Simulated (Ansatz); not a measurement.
## Scan of one atom of the cell for CsPbBr3 (cubic perovskite)

Starting cell, CsPbBr₃ (cubic perovskite):

```xyz
5
Lattice="6.0028 0.0000 0.0000 0.0000 6.0028 0.0000 0.0000 0.0000 6.0028" Properties=species:S:1:pos:R:3 pbc="T T T"
Cs     0.0000     0.0000     0.0000
Pb     3.0014     3.0014     3.0014
Br     0.0000     3.0014     3.0014
Br     3.0014     3.0014     0.0000
Br     3.0014     0.0000     3.0014
```

In each cell atom 4 (Br, nearest neighbour Pb at 3.001 Å; its periodic images, 6.0 Å or more away, move with it) moves by s·(1.000, 0.000, 0.000) (along Cartesian x), the rest being held.

Calculation: PBE (plane waves to 420 eV, PAW, scalar-relativistic; Ansatz, a quantum-chemistry and plane-wave program). k mesh 5×5×5 (Γ-centred), Fermi-Dirac smearing 0.05 eV. E stands for the smeared free energy. F∥ is the force on the atom along that direction. CsPbBr3 was relaxed with its symmetry unable to fall. Spin-orbit coupling is left out, though Pb is heavy. The PAW data are Ansatz's earlier set. This is a high-temperature form of CsPbBr3. The zero of ΔE is the undisplaced structure.

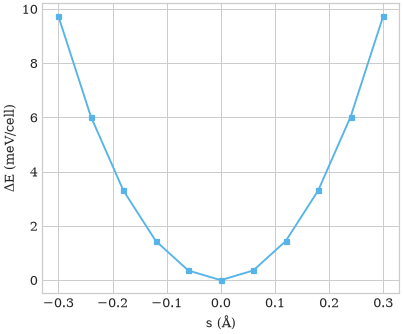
Fig. 1. ΔE (meV/cell) against s (Å); computed points joined by lines.

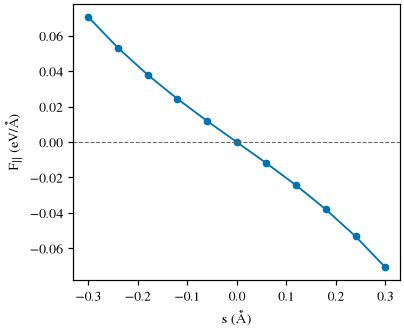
Figure: F∥ (eV/Å) against s (Å); computed points joined by lines.

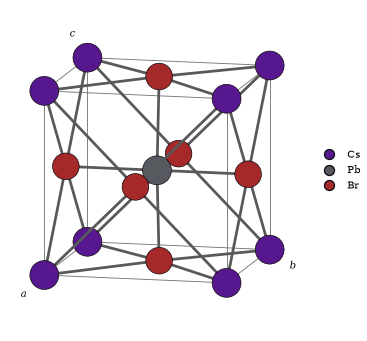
*The cell of the calculation at s = -0.300 Å.*

The force along the line at s = -0.300 Å comes out as 0.071 eV/Å and the force constant k = d²E/ds² at s = 0 (finite differences) is 0.20 eV/Å². The energy at s = 0.300 Å comes out as 9.7 meV/cell. Symmetry of the curve: even: the same for both signs. Shape of the curve: a single well with its minimum at or next to zero displacement.

With its periodic images moving along, the atom's site symmetry in this cell is 4/mmm.

(A displaced cell: forces are minus the slopes of the energy, force constants its curvatures, and phonons follow from these.)
